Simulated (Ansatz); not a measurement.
## Fields on a plane of La2O3 (A-La2O3 type, space group P-3m1)

```
La2O3
1.0
    3.90611     0.00000     0.00000
   -1.95305     3.38279     0.00000
    0.00000     0.00000     6.04025
La O
2 3
Direct
  0.33333   0.66667   0.24537
  0.66667   0.33333   0.75463
  0.00000   0.00000   0.00000
  0.33333   0.66667   0.64601
  0.66667   0.33333   0.35399
```

The slice is a (0001) plane (indices of the conventional cell) through the point (0.667, 0.333, 0.354) (fractional), spanned by u = [110] and v = [1 -1 0] in vectors of this cell: u (3.91 Å) and v (6.77 Å, at 90° to u). It covers one period; positions are fractions (u, v).

Atoms on it: O at (0.00, 0.00); O at (0.50, 0.50). Other atoms lie within 1 Å of the plane.

Level of theory: PBEsol (plane waves to 420 eV, PAW, scalar-relativistic; Ansatz, a first-principles code). k mesh 10×10×6. Near the nuclei the fields are pseudised (PAW); where an atom keeps semicore shells as valence, they peak there. La2O3 is run without spin polarisation. La2O3 was relaxed with its symmetry unable to fall.

```tsv
v \ u	0.00	0.12	0.25	0.38	0.50	0.62	0.75	0.88
0.93	x	0.82	0.55	0.06	0.02	0.06	0.55	0.82
0.86	0.33	0.26	0.12	0.03	0.02	0.03	0.12	0.26
0.79	0.58	0.48	0.14	0.02	0.02	0.02	0.14	0.48
0.71	0.81	0.85	0.48	0.06	0.15	0.06	0.48	0.85
0.64	0.81	0.80	0.31	0.32	0.68	0.32	0.31	0.80
0.57	0.84	0.65	0.19	0.80	x	0.80	0.19	0.65
0.50	0.35	0.13	0.47	x	x	x	0.47	0.13
0.43	0.02	0.06	0.55	0.82	x	0.82	0.55	0.06
0.36	0.02	0.03	0.12	0.26	0.33	0.26	0.12	0.03
0.29	0.02	0.02	0.14	0.48	0.58	0.48	0.14	0.02
0.21	0.15	0.06	0.48	0.85	0.81	0.85	0.48	0.06
0.14	0.68	0.32	0.31	0.80	0.81	0.80	0.31	0.32
0.07	x	0.80	0.19	0.65	0.84	0.65	0.19	0.80
0.00	x	x	0.47	0.13	0.35	0.13	0.47	x
```

Values: electron localisation function (ELF). Points within 0.5 Å of a nucleus are blanked (x), as the pseudised field means little there.

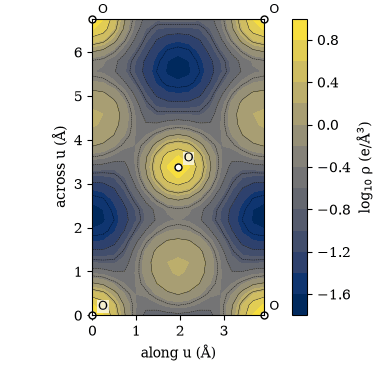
Fig. 1. Log₁₀ of the valence density in e/Å³, one period of the plane, atoms marked. The scale is logarithmic, as a density can span decades between atoms and voids.
